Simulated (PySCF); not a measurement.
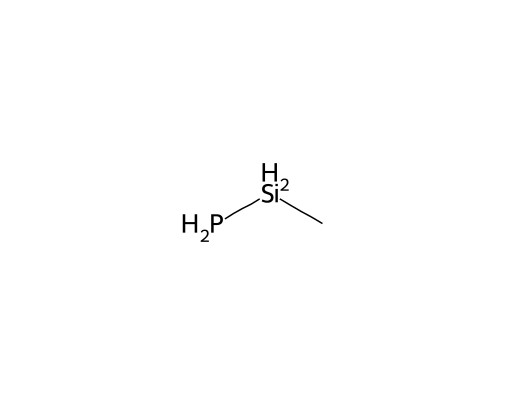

Computed geometry: GFN2-xTB optimisation. No frequency run is at hand to confirm it as a minimum. Level of theory: PBE0/pcSseg-1, gas phase (PySCF 2.14.0).

Computed properties:

The species is CH₇PSi (`C[SiH2]P`).
- dipole moment: 1.12 D
- HOMO energy (Kohn–Sham orbital): −7.40 eV
- LUMO energy (Kohn–Sham orbital): 0.55 eV
- HOMO–LUMO gap: 7.95 eV

The geometry is semi-empirical. Around P, Si such bond lengths and angles can be off by a tenth of an ångström or more and by several degrees, and values that hang on the shape move with them.
